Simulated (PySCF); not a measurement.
**CH11N2Si3 (SMILES [SiH3]N[C]([SiH3])N[SiH3]) (doublet): density, localisation and related maps**

The calculation's input:

```
{"job": {"kind": "epr"}, "charge": 0, "multiplicity": 2}
C      0.010148    -0.124757    -0.020714
Si     0.097736     1.698436     0.313116
N      1.032905    -0.807164    -0.685327
Si     2.754384    -0.575980    -0.500030
N     -1.127002    -0.893499     0.221284
Si    -2.756249    -0.348187     0.541983
H     -0.163164     2.571063    -0.882395
H     -0.913585     2.026609     1.364707
H      1.469687     2.063945     0.796476
H      0.713351    -1.445037    -1.413297
H      3.246192     0.728403    -1.046211
H      3.137672    -0.642502     0.941508
H      3.386435    -1.685421    -1.273278
H     -0.918405    -1.877501     0.383789
H     -3.090686     0.741557    -0.421647
H     -2.984531     0.167580     1.928690
H     -3.628912    -1.543392     0.342769
```

Command:

```sh
OMP_NUM_THREADS=1 python cluster_run.py task.json out
```

Geometry: PBE0-D3(BJ)/def2-SVP.

Computed with UKS B3LYP, IGLO-III on C N Si, pcH-1 on H, non-relativistic, mean-field spin-orbit, GIAO (PySCF).

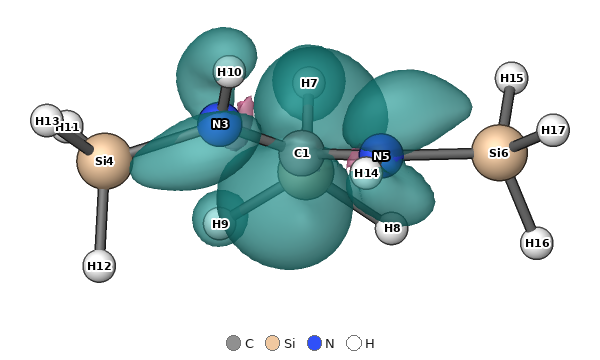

Figure 1. Isosurfaces of the spin density at +0.015 (teal) and −0.015 e/Å³ (pink), seen from one side.

Question: Where is the unpaired spin?

Answer: The unpaired spin (1 electron) lies mostly on C1 (about 0.5), N5 (about 0.1), Si2 (about 0.1) and N3 (about 0.1), in electrons by Hirshfeld's partition.

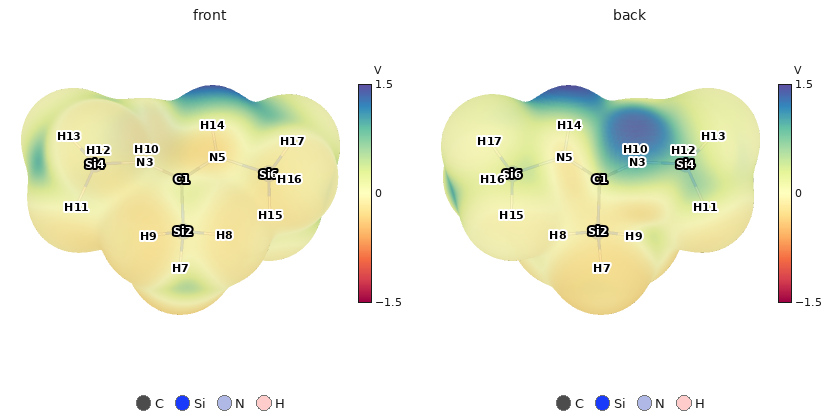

Figure 2. The electrostatic potential painted on the density surface at 0.001 e/bohr³, seen from the front and from behind; the colour scale runs from red (negative) to blue (positive).

Question: Which sites attract a positive test charge, and which a negative one?

Answer: A positive charge is drawn to the negative regions and a negative charge to the positive ones. The most negative region (about −0.3 V) lies over C1, N5 and H7, the most positive (about +1.4 V) over H10 and H14.

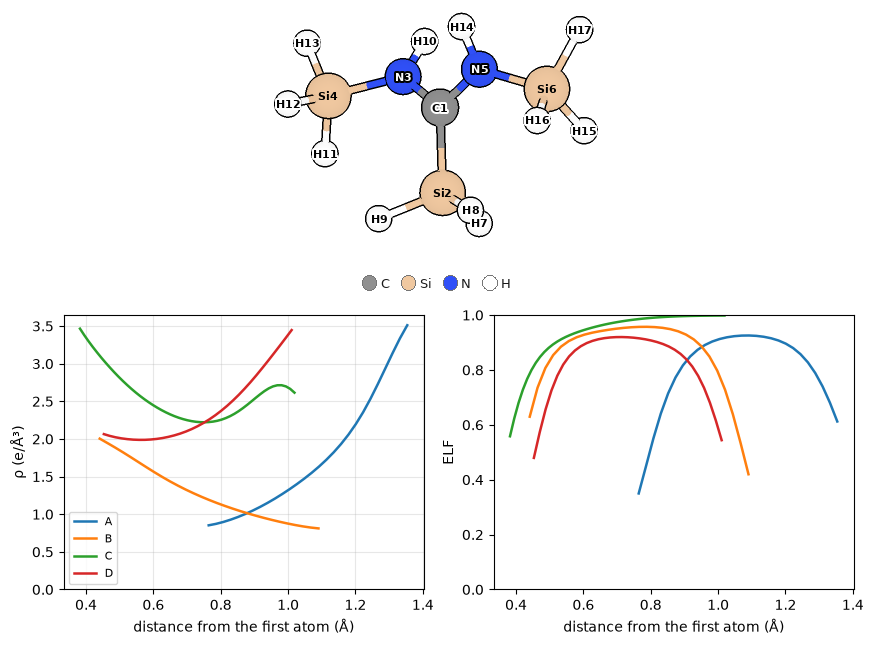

Figure 3. Total electron density and electron localisation function along straight lines between neighbouring atoms. The curves leave out the atomic cores. The structure is drawn too.

Question: Which curve belongs to which contact (C–N, C–Si, N–H and Si–N)? The first atom named is at distance zero.

Answer: Curve A: Si–N (1.75 Å): the density is about 1 e/Å³ at the midpoint; the ELF peaks at about 0.95 between the atoms (a polar covalent bond). Curve B: C–Si (1.86 Å): the density is about 0.95 e/Å³ at the midpoint; the ELF peaks at about 0.95 between the atoms: a covalent bond. Curve C: N–H (1.02 Å): ρ at the midpoint is about 2.8 e/Å³; the ELF climbs to about 1 towards the hydrogen, as it does in any bond to H; an ordinary covalent bond to hydrogen. Curve D: C–N (1.39 Å): the density is about 2.1 e/Å³ at the midpoint; the ELF peaks at about 0.90 between the atoms; localised, covalent bonding.
